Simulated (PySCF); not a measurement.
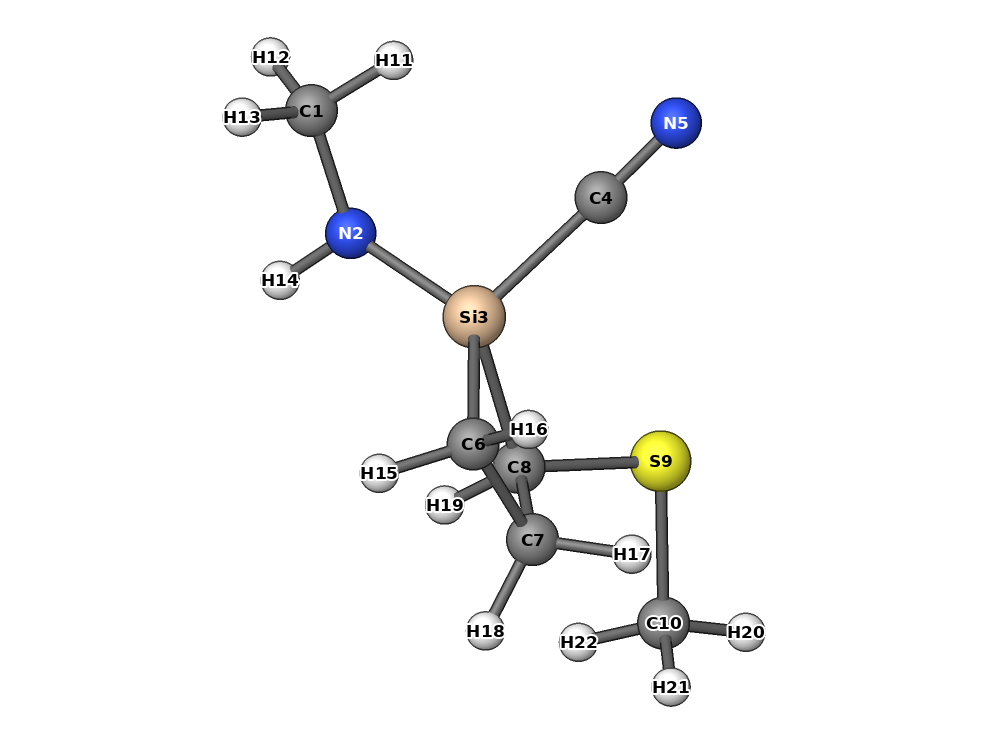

The questions are on isotropic NMR shieldings of the C atoms. The computed structure is the end point of a GFN2-xTB optimisation. No frequency run is at hand to confirm it as a minimum. Level of theory: GIAO PBE0/pcSseg-1 NMR shielding, non-relativistic, gas phase (PySCF 2.14.0).

Which C atom is the most shielded (lowest chemical shift)?

Answer. C10 (164.0 ppm).

Which C atom is the least shielded (highest chemical shift)?

Answer. C4 (63.8 ppm).

How wide is the range of C shifts?

Answer. 100.2 ppm.

Give the isotropic NMR shieldings of the C atoms atom by atom.

```tsv
atom	σ (ppm)
C1	155.2
C4	63.8
C6	161.1
C7	157.7
C8	141.0
C10	164.0
```

The geometry is semi-empirical. Around Si such bond lengths and angles can be off by a tenth of an ångström or more and by several degrees, and values that hang on the shape move with them.
